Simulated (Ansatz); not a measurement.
**C2H8OSi (SMILES CC[SiH2]O): levels of theory compared**

Aim: a comparison of 6 runs (HF/STO-3G, SVWN5/cc-pVDZ, r2SCAN/cc-pVDZ, wB97M-V/cc-pVDZ, RPA@PBE0/cc-pVDZ, CCSD/cc-pVDZ) of C2H8OSi. 

The results are computed with Ansatz 0.2.0.

73 further runs of the same task are left out: 73 set aside as unsound or not needed.

### 1 The molecule

C2H8OSi has 12 atoms, charge 0, and is taken as a singlet. SMILES: `CC[SiH2]O`. The C1–C2 distance was set to 2.748 Å, away from the relaxed value. At this shape a bond of the SMILES string is far longer than usual.

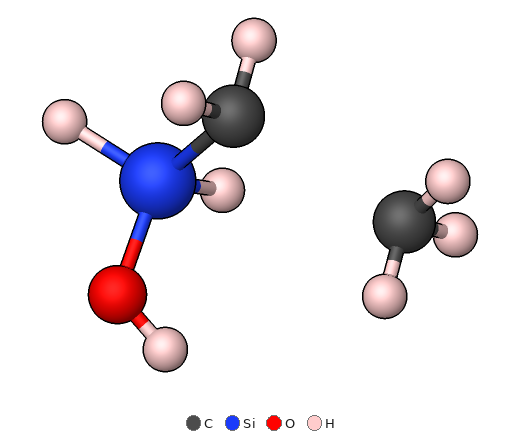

The structure, seen from a chosen angle (carbon dark grey, silicon blue, oxygen red, hydrogen pink).

### 2 A single-point energy at HF/STO-3G (run 1)

Contents of run.yaml:

```yaml
crystal:
  periodic: [false, false, false]
  atoms:
    - {symbol: C, position_ang: [-2.477139, -0.091016, -0.771212]}
    - {symbol: C, position_ang: [-0.193100, -0.595200, 0.670600]}
    - {symbol: Si, position_ang: [1.348100, 0.138200, -0.088600]}
    - {symbol: O, position_ang: [1.258000, 1.782700, -0.229600]}
    - {symbol: H, position_ang: [-2.399839, -0.477216, -1.791612]}
    - {symbol: H, position_ang: [-2.674239, 0.982384, -0.839512]}
    - {symbol: H, position_ang: [-3.356539, -0.551216, -0.314012]}
    - {symbol: H, position_ang: [-0.292100, -0.210900, 1.691700]}
    - {symbol: H, position_ang: [-0.031100, -1.675800, 0.767200]}
    - {symbol: H, position_ang: [1.555800, -0.473500, -1.435500]}
    - {symbol: H, position_ang: [2.530600, -0.124900, 0.769100]}
    - {symbol: H, position_ang: [0.748100, 2.137600, -0.957900]}
basis:
  gaussian:
    orbitals: STO-3G
hamiltonian:
  xc: hf
accuracy: high
output: {orbitals: {seedname: orbitals}}
```

Run with:

```sh
$ ansatz run run.yaml --threads 1 --pin off --max-ram 3480MiB --events-out events.jsonl --progress --plain --runs-dir runs
```

The program printed:

```text
Warning: RAYON_NUM_THREADS=1 ignored (pool sized by the plan → 1); use --threads N
Functional definition: HF
  name "HF"
  exchange = exact_x
  correlation = 0
642 factors; integrals over basis functions are off by at most 3.0e-9 eV
mean field evaluation 1: about -11934.3490 eV, gradient 2.2e1 eV
mean field evaluation 2: about -11934.4293 eV, gradient 2.2e1 eV
mean field evaluation 4: about -11936.2098 eV, gradient 3.7e0 eV
mean field evaluation 8: about -11936.2611 eV, gradient 2.0e-2 eV
mean field -11936.26107223 eV, -438.6495037161 hartree, gradient 1.7e-8 eV, S^2 0.000000; 0 other end points of the search recorded, 0 dependent functions left out
reference -11936.26107223 eV, -438.6495037161 hartree; 21, 21 occupied and 11, 11 virtual orbitals, 642 factors
Total energy: -11936.26107223 eV, -438.6495037161 hartree
```

Run time: 0.18 s. Hardware: 1 thread of AMD EPYC 9R45 (Zen 5), shared host.

### 3 The energy at SVWN5/cc-pVDZ (run 2)

Contents of job.yaml:

```yaml
crystal:
  periodic: [false, false, false]
  atoms:
    - {symbol: C, position_ang: [-2.477139, -0.091016, -0.771212]}
    - {symbol: C, position_ang: [-0.193100, -0.595200, 0.670600]}
    - {symbol: Si, position_ang: [1.348100, 0.138200, -0.088600]}
    - {symbol: O, position_ang: [1.258000, 1.782700, -0.229600]}
    - {symbol: H, position_ang: [-2.399839, -0.477216, -1.791612]}
    - {symbol: H, position_ang: [-2.674239, 0.982384, -0.839512]}
    - {symbol: H, position_ang: [-3.356539, -0.551216, -0.314012]}
    - {symbol: H, position_ang: [-0.292100, -0.210900, 1.691700]}
    - {symbol: H, position_ang: [-0.031100, -1.675800, 0.767200]}
    - {symbol: H, position_ang: [1.555800, -0.473500, -1.435500]}
    - {symbol: H, position_ang: [2.530600, -0.124900, 0.769100]}
    - {symbol: H, position_ang: [0.748100, 2.137600, -0.957900]}
basis:
  gaussian: {orbitals: cc-pVDZ}
hamiltonian: {xc: {name: SVWN5}}
accuracy: high
output: {orbitals: {seedname: orbitals}}
```

Run with:

```sh
$ ansatz run job.yaml --threads 1 --pin off --max-ram 3480MiB --events-out events.jsonl --progress --plain --runs-dir runs
```

The program printed:

```text
Warning: RAYON_NUM_THREADS=1 ignored (pool sized by the plan → 1); use --threads N
Functional definition: SVWN5
  name "SVWN5"
  exchange = slater_x
  correlation = vwn5_c
2373 factors; integrals over basis functions are off by at most 3.9e-9 eV
mean field evaluation 1: about -12047.0933 eV, gradient 7.1e1 eV
mean field evaluation 2: about -12021.4450 eV, gradient 1.3e2 eV
mean field evaluation 4: about -12058.0195 eV, gradient 8.0e0 eV
mean field evaluation 8: about -12058.1664 eV, gradient 9.1e-1 eV
mean field evaluation 16: about -12058.1696 eV, gradient 2.0e-4 eV
mean field -12058.16957990 eV, -443.1295587403 hartree, gradient 6.9e-8 eV, S^2 0.000000; 0 other end points of the search recorded, 0 dependent functions left out
reference -12058.16958368 eV, -443.1295588795 hartree; 21, 21 occupied and 79, 79 virtual orbitals, 2373 factors
Total energy: -12058.16958368 eV, -443.1295588795 hartree
```

Run time: 2.3 s. Hardware: 1 thread of AMD EPYC 9R45 (Zen 5), shared host; peak memory 0.29 GiB.

Run 3 isn't shown in full; the table further down has it.

### 4 A single-point energy at wB97M-V/cc-pVDZ (run 4)

Contents of in.yaml:

```yaml
crystal:
  periodic: [false, false, false]
  atoms:
    - symbol: C
      position_ang: [-2.477139, -0.091016, -0.771212]
    - symbol: C
      position_ang: [-0.193100, -0.595200, 0.670600]
    - symbol: Si
      position_ang: [1.348100, 0.138200, -0.088600]
    - symbol: O
      position_ang: [1.258000, 1.782700, -0.229600]
    - symbol: H
      position_ang: [-2.399839, -0.477216, -1.791612]
    - symbol: H
      position_ang: [-2.674239, 0.982384, -0.839512]
    - symbol: H
      position_ang: [-3.356539, -0.551216, -0.314012]
    - symbol: H
      position_ang: [-0.292100, -0.210900, 1.691700]
    - symbol: H
      position_ang: [-0.031100, -1.675800, 0.767200]
    - symbol: H
      position_ang: [1.555800, -0.473500, -1.435500]
    - symbol: H
      position_ang: [2.530600, -0.124900, 0.769100]
    - symbol: H
      position_ang: [0.748100, 2.137600, -0.957900]
basis:
  gaussian: {orbitals: cc-pVDZ}
hamiltonian: {xc: {name: wB97M-V}}
accuracy: high
output: {orbitals: {seedname: orbitals}}
```

Run with:

```sh
$ ansatz run in.yaml --threads 1 --pin off --max-ram 3480MiB --events-out events.jsonl --progress --plain --runs-dir runs
```

The program printed (excerpt; [...] marks lines left out):

```text
Warning: RAYON_NUM_THREADS=1 ignored (pool sized by the plan → 1); use --threads N
Functional definition: wB97M-V
  name "wB97M-V"
[...]
  gx(w, u) = 1 - cx + cx01*u + cx10*w
  gss(w, u) = css00 + css04*u^4 + css10*w + css20*w^2 + css43*w^4*u^3
  gos(w, u) = cos00 + cos10*w + (cos20 + cos21*u)*w^2 + (cos60 + cos61*u)*w^6
[...]
      + integral(e_c_pw_mod_opposite_spin*gos(b97_w_opposite, b97_u_opposite)) + vv10(b, c)
2373 factors; integrals over basis functions are off by at most 3.9e-9 eV
456 factors; integrals over basis functions are off by at most 2.5e-9 eV
[...]
mean field -12122.88299341 eV, -445.5077328226 hartree, gradient 5.2e-8 eV, S^2 0.000000; 0 other end points of the search recorded, 0 dependent functions left out
reference -12122.88299860 eV, -445.5077330135 hartree; 21, 21 occupied and 79, 79 virtual orbitals, 2373 factors
Total energy: -12122.88299860 eV, -445.5077330135 hartree
```

Run time: 29 s. Hardware: 1 thread of AMD EPYC 9R45 (Zen 5), shared host; peak memory 0.69 GiB.

Run 5 isn't shown in full; the table further down has it.

### 5 The energy at CCSD/cc-pVDZ (run 6)

Contents of molecule.yaml:

```yaml
crystal:
  periodic: [false, false, false]
  atoms:
    - {symbol: C, position_ang: [-2.477139, -0.091016, -0.771212]}
    - {symbol: C, position_ang: [-0.193100, -0.595200, 0.670600]}
    - {symbol: Si, position_ang: [1.348100, 0.138200, -0.088600]}
    - {symbol: O, position_ang: [1.258000, 1.782700, -0.229600]}
    - {symbol: H, position_ang: [-2.399839, -0.477216, -1.791612]}
    - {symbol: H, position_ang: [-2.674239, 0.982384, -0.839512]}
    - {symbol: H, position_ang: [-3.356539, -0.551216, -0.314012]}
    - {symbol: H, position_ang: [-0.292100, -0.210900, 1.691700]}
    - {symbol: H, position_ang: [-0.031100, -1.675800, 0.767200]}
    - {symbol: H, position_ang: [1.555800, -0.473500, -1.435500]}
    - {symbol: H, position_ang: [2.530600, -0.124900, 0.769100]}
    - {symbol: H, position_ang: [0.748100, 2.137600, -0.957900]}
basis:
  gaussian:
    orbitals: cc-pVDZ
correlation:
  method: ccsd
  frozen_orbitals: {C: 1, H: 0, O: 1, Si: 5}
accuracy: high
total_charge: 0
scf:
  omitted_lower_state_checks: [cluster_reference, increment]
```

Run with:

```sh
$ ansatz run molecule.yaml --threads 1 --pin off --max-ram 3480MiB --events-out events.jsonl --progress --plain --runs-dir runs
```

The program printed:

```text
Warning: RAYON_NUM_THREADS=1 ignored (pool sized by the plan → 1); use --threads N
[... 12 lines left out ...]
8 core orbitals not correlated: weight in the atoms' cores, before any rotation towards them, 1.000 or more for the frozen orbitals, at most 0.000 for the correlated occupied ones
[... 28 lines left out ...]
WARN: these amplitudes may be one of several solutions (largest doubles amplitude 0.29, level shift 0.40 eV)
Total energy: -12101.47146730 eV, -444.7208737513 hartree
Checks for a lower state left out: cluster_reference, increment
```

Run time: 16 s. Hardware: 1 thread of AMD EPYC 9R45 (Zen 5), shared host; peak memory 0.75 GiB.

### 6 Overview of the runs

```
run             level  frozen core orbitals  energy (Eh)  HOMO energy (eV)  LUMO energy (eV)  HOMO–LUMO gap (eV)  wall time
  1         HF/STO-3G                     –  -438.649504             -5.97              3.46                9.43     0.18 s
  2     SVWN5/cc-pVDZ                     –  -443.129559             -6.20             -3.69                2.51      2.3 s
  3    r2SCAN/cc-pVDZ                     –  -445.510513             -6.27             -3.52                2.75      5.4 s
  4   wB97M-V/cc-pVDZ                     –  -445.507733             -8.87             -0.73                8.14       29 s
  5  RPA@PBE0/cc-pVDZ                     8  -444.949488                 –                 –                   –      7.2 s
  6      CCSD/cc-pVDZ                     8  -444.720874                 –                 –                   –       16 s
```

### 7 Outcome

```
                                          quantity          value
                               run 6: total energy  -444.72087 Eh
run 6: correlation energy (8 core orbitals frozen)     -663.6 mEh
                              run 6: T1 diagnostic          0.015
```

What this shows: Over runs 1, 2, 3, 4 the HOMO–LUMO gap runs from 2.51 eV (SVWN5/cc-pVDZ) to 9.43 eV (HF/STO-3G). The two ends differ in method and basis. Totals of different functionals can't be ranked against each other. In runs 5, 6 the log says that unrestricted orbitals would lower the reference, so the values rest on an unstable closed-shell determinant (other closed-shell runs at this shape may share the fault). In run 1 the basis is minimal, so the values are rough. In runs 1, 2, 3, 4, 5, 6 a closed-shell determinant meets a far-stretched bond, which it describes badly. All runs together took 60 s, the longest 29 s.
